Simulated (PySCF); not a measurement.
# C6H11Ga: electronic excitations

Wanted: the electronic excitations of C6H11Ga (`C#[C][GaH][C](C)(C)C`), by calculation.

Computed with PySCF 2.14.0, with density-fitted response routines of our own, on a single molecule in the gas phase. Atoms are numbered from 0 throughout.

## 1. The molecule as given

18 atoms, charge 0, multiplicity 1; geometry from: GFN2-xTB.

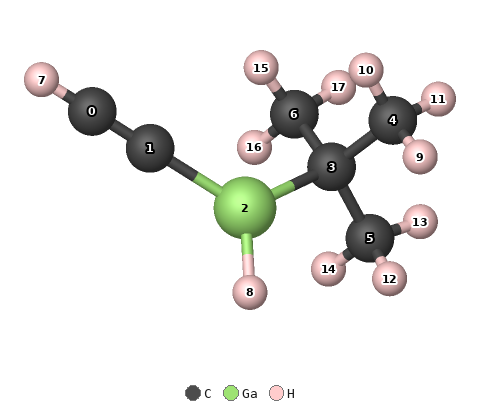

As it starts; carbon dark grey, gallium green, hydrogen pink, atoms numbered; sticks join atoms by distance.

## 2. Excited states and response: CAM-B3LYP/def2-SVPD

Job settings and geometry (Å):

```
{"job": {"kind": "uv", "xc": "CAM-B3LYP", "basis": "def2-SVPD", "nstates": 8, "ntriplets": 3}, "charge": 0, "multiplicity": 1}
C      3.275714     2.322230     0.150590
C      2.511054     1.549815    -0.379573
Ga     1.251837     0.289210    -1.235036
C     -0.516835    -0.356734    -0.355636
C     -1.667963     0.597671    -0.690283
C     -0.819386    -1.741661    -0.928927
C     -0.328181    -0.409164     1.159909
H      3.949169     2.996104     0.606285
H      1.712651    -0.231171    -2.673073
H     -1.819922     0.654183    -1.770534
H     -1.452948     1.601783    -0.317969
H     -2.597858     0.254086    -0.231290
H     -0.824917    -1.703366    -2.022808
H     -1.793692    -2.103001    -0.594700
H     -0.057546    -2.460854    -0.618498
H      0.008904     0.562731     1.530797
H      0.423869    -1.153873     1.429673
H     -1.262710    -0.661674     1.664657
```

Level: TDDFT CAM-B3LYP/def2-SVPD, vertical, gas phase, core orbitals frozen in the response.

Launch:

```
> OMP_NUM_THREADS=1 python probes_run.py task.json out
```

The driver reads the jobs from task.json and runs them one after another.

Output:

```text
coarse grid: 65688 points
cycle   1  E = -2159.5251192543  dE =  1.949e-02  |g| = 6.288e-01  |ddm| = 1.098e+01
cycle   2  E = -2159.5315675556  dE = -6.448e-03  |g| = 6.799e-01  |ddm| = 3.063e+00
cycle   3  E = -2159.5997749765  dE = -6.821e-02  |g| = 5.335e-02  |ddm| = 1.459e+00
cycle   4  E = -2159.6001507955  dE = -3.758e-04  |g| = 2.873e-02  |ddm| = 1.963e-01
cycle   5  E = -2159.6003385909  dE = -1.878e-04  |g| = 1.081e-02  |ddm| = 9.272e-02
cycle   6  E = -2159.6003664710  dE = -2.788e-05  |g| = 2.900e-03  |ddm| = 2.468e-02
cycle   7  E = -2159.6003685719  dE = -2.101e-06  |g| = 5.116e-04  |ddm| = 8.799e-03
final grid: 139632 points
cycle   8  E = -2159.6003684456  dE = -8.840e-08  |g| = 5.194e-04  |ddm| = 1.249e-02
cycle   9  E = -2159.6003684235  dE =  2.206e-08  |g| = 6.220e-04  |ddm| = 2.450e-03
cycle  10  E = -2159.6003685191  dE = -9.554e-08  |g| = 7.468e-05  |ddm| = 1.246e-03
cycle  11  E = -2159.6003685207  dE = -1.585e-09  |g| = 2.703e-05  |ddm| = 1.568e-04
cycle  12  E = -2159.6003685212  dE = -5.211e-10  |g| = 1.265e-05  |ddm| = 1.390e-04
converged SCF energy = -2159.6003685212

Static polarisability (au): isotropic 101.413, principal 81.110 96.350 126.778

Singlet excitations
state   eV       nm        f      main configurations
  1   4.1837    296.4   0.00033   H->L 0.97
  2   5.1595    240.3   0.00087   H-2->L 0.64, H-1->L 0.25
  3   5.6001    221.4   0.04496   H-1->L 0.58, H-2->L 0.22
  4   6.1466    201.7   0.01184   H-3->L 0.91
  5   6.5904    188.1   0.06236   H->L+1 0.52, H-1->L+4 0.09
  6   6.6007    187.8   0.03637   H->L+1 0.32, H-1->L+4 0.18, H-1->L+2 0.11
  7   7.0709    175.3   0.00009   H-4->L 0.97
  8   7.1134    174.3   0.00005   H-5->L 0.93

Triplet excitations (Tamm-Dancoff, eV): 3.8794 4.5290 4.8492
```

It took 2.2 min on 1 thread of Arm Neoverse N1, shared host; peak memory 1.2 GiB.

The orbitals next to the gap, with their largest atomic shares:

```csv
orbital,eV,atoms
HOMO−3,-10.60,"Ga2 31 %, H8 26 %, C1 20 %"
HOMO−2,-9.54,"C1 41 %, C0 40 %, Ga2 7 %"
HOMO−1,-9.53,"C1 44 %, C0 43 %, Ga2 6 %"
HOMO,-8.36,"C3 29 %, Ga2 19 %, H8 9 %"
LUMO,-0.79,"Ga2 50 %, C1 15 %, C0 9 %"
LUMO+1,0.85,"Ga2 52 %, C0 6 %, C4 4 %"
LUMO+2,1.44,"Ga2 38 %, C0 13 %, H8 12 %"
```

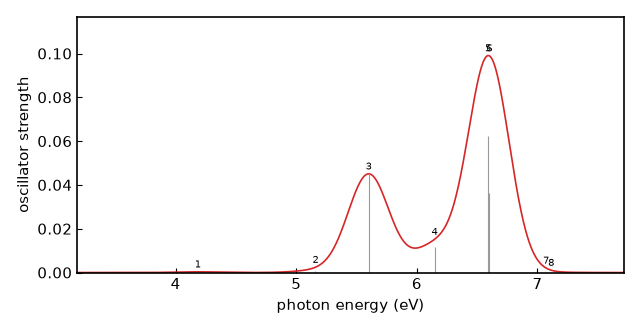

Absorption spectrum from the 8 singlet states computed; above the last one it falls off for lack of states. Lines are broadened to a width of 0.40 eV (Gaussian).

Further results of this job:

```csv
property,computed
dipole moment (D),0.88
polarisability (Å³),15.03
HOMO–LUMO gap (eV),7.57
−ε(HOMO) (eV),8.36
```

## 3. Results

| quantity | value |
| --- | --- |
| lowest singlet (CAM-B3LYP/def2-SVPD) | 4.18 eV (296 nm), f = 0.000 |
| brightest single state of those computed | state 5, 6.59 eV, f = 0.062 |
| lowest triplet | 3.88 eV |

In words: The lowest singlet, at 4.18 eV, is HOMO→LUMO 0.97 and is dark; of the 8 states computed, the strongest absorption comes from states 5 to 6 together at 6.59 eV. The lowest triplet lies 0.30 eV below the lowest singlet (triplets in Tamm-Dancoff, singlets in full TDDFT).
